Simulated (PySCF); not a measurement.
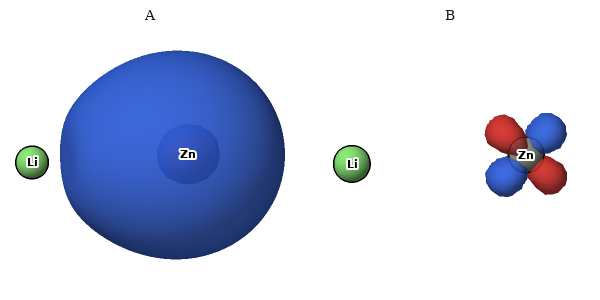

*LiZn (doublet). Two frontier β-spin orbitals, each drawn at the value that holds 80 % of its norm (red and blue are the two phases), in no order; of a degenerate pair one member is drawn.*

Level of theory: PBE0/jorge-DZP-DKH, spin-free X2C-1e, Gaussian nucleus, at a bond length of 2.756 Å in PySCF.

Label each orbital by symmetry, say whether it is occupied, and order them by energy.

Orbital B: π, occupied in this spin, −12.39 eV; almost wholly on Zn.
Orbital A: σ, occupied in this spin, −6.88 eV; mainly on Zn (90 %).
